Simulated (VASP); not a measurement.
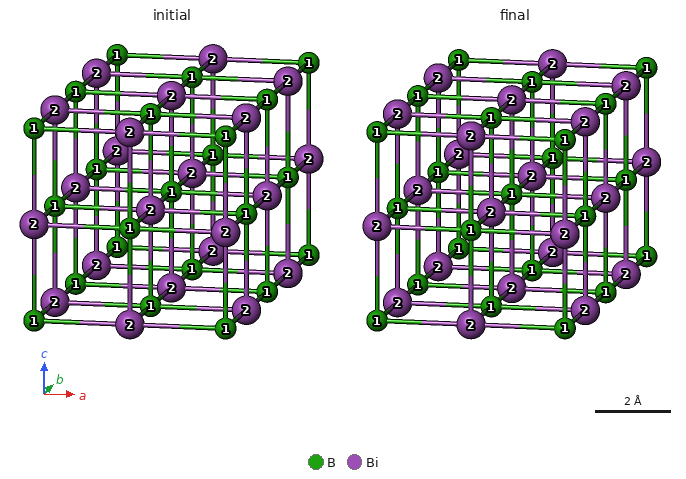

The structure of a crystal of BiB (built on the rocksalt type) before (left) and after (right) a relaxation, at one scale.

A ball-and-stick model of the conventional cell (4 times the calculation's cell), repeated 1 × 2 × 1 with one cell outlined, seen slightly off an axis. Lengths and directions refer to the drawn axes.

Method: DFT, LDA, plane waves, PAW (VASP). Set-up: plane-wave cutoff 600 eV; k-point mesh 8 × 8 × 8; occupations fermi dirac; smearing width 0.02 eV.

**Summarise the run.**

No atom moves by more than 0.005 Å relative to the cell. The volume changes by −5.7 %, with a = b = c 5.274 → 5.172 Å (−1.9 %). Among the contacts that change: B1–Bi2 2.637 → 2.586 Å. The space group stays Fm-3m (No. 225).
